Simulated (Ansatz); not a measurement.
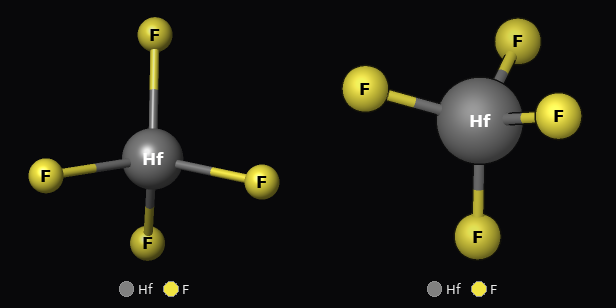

Both panels show the same species.

Charge 0, singlet. The computed structure is the end point of a PBE0-D4/def2-TZVP optimisation.

Question: Give the formula.

Answer: HfF4, 5 atoms: 1 hafnium and 4 fluorine.

Question: How many sets of symmetry-equivalent atoms are there?

Answer: 2: 1 Hf, 4 F.

Question: What is the point group of this geometry?

Answer: Td.

Question: How many bonds of each kind are drawn?

Answer: 4 F–Hf. Sticks follow a distance rule.

The parts below concern this one geometry. Atoms keep their numbers from picture to picture.

## Electronic properties

Method: RKS PBE0-D4/def2-TZVPP, core potentials on Hf (Ansatz 0.2.0).

Question: Give the LUMO energy (Kohn–Sham orbital) at this level.

Answer: −0.90 eV.

Question: What is the HOMO energy (Kohn–Sham orbital)?

Answer: −12.17 eV.

## Vibrations

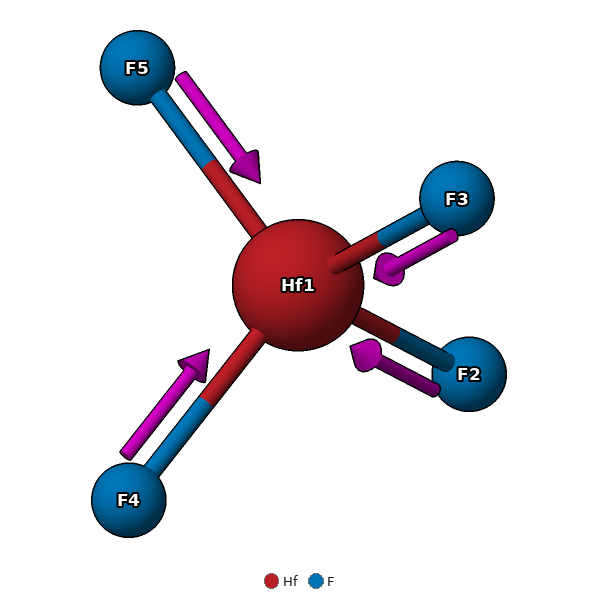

The arrows show one normal mode. Harmonic vibrations computed with RKS PBE0-D4/def2-TZVP, core potentials on Hf (Ansatz 0.2.0) at a stationary point of the same level.

Question: Describe the motion.

Answer: Mostly in-phase stretching of 4 Hf–F bonds.

Question: At what wavenumber does it lie?

Answer: 678 cm⁻¹; it is mode 9 of 9 counted from the lowest.

## Thermal motion

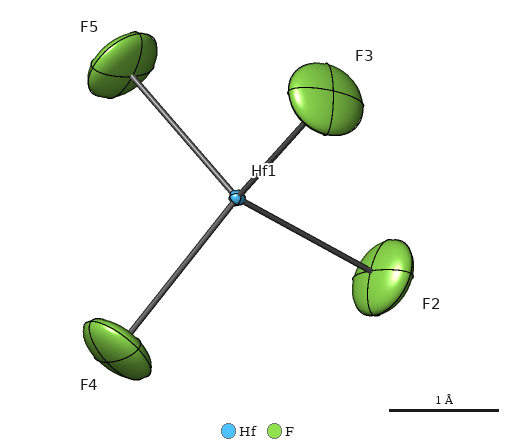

Displacement ellipsoids at the 50 % level, enlarged 2 times, from the internal vibrations of the free molecule (harmonic, no overall translation or rotation; no half-axis is drawn under 0.075 Å). Vibrations computed with RKS PBE0-D4/def2-TZVP, core potentials on Hf (Ansatz 0.2.0). Temperature: 600 K.

Question: Which atom has the largest mean-square displacement?

Answer: F2, F3, F4, F5, with U_eq = 0.0108 Å².

List U_eq and the three principal root-mean-square amplitudes for each kind of atom.

```
          atom  U_eq (Å²)   rms amplitudes (Å)
           Hf1    0.00050  0.022, 0.022, 0.022
F2, F3, F4, F5     0.0108  0.052, 0.122, 0.122
```
